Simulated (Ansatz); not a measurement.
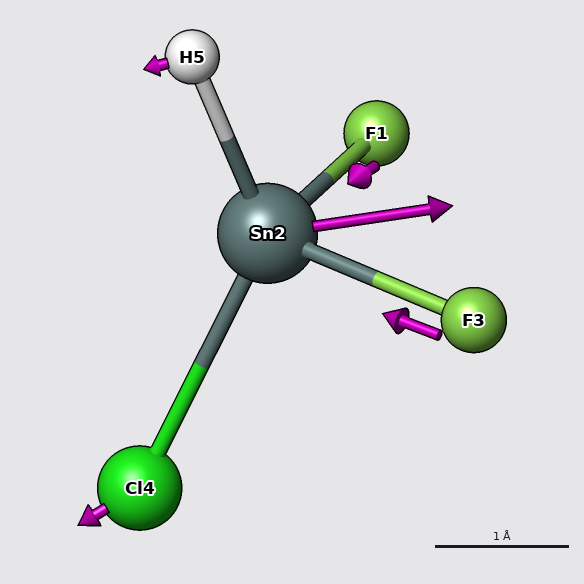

Arrows show the forces on the atoms, 0.6 Å of arrow for 1 eV/Å; forces under a tenth of the largest aren't drawn. Level of theory: PBE-D4/def2-TZVPP (Ansatz 0.2.0).

### On which atom is the force largest, and how large is it?

On Sn2: 1.80 eV/Å.

### Which bond do the forces act along most?

Sn2–F3, now 1.972 Å: the forces pull its atoms together, so a first step downhill shortens it.

List the force components in the frame of the picture (x right, y up, z towards the viewer), in eV/Å.

```csv
atom,Fx,Fy,Fz
F1,−0.35,−0.23,0.51
Sn2,1.78,0.27,−0.12
F3,−0.73,0.28,−0.39
Cl4,−0.38,−0.23,−0.03
H5,−0.32,−0.08,0.03
```
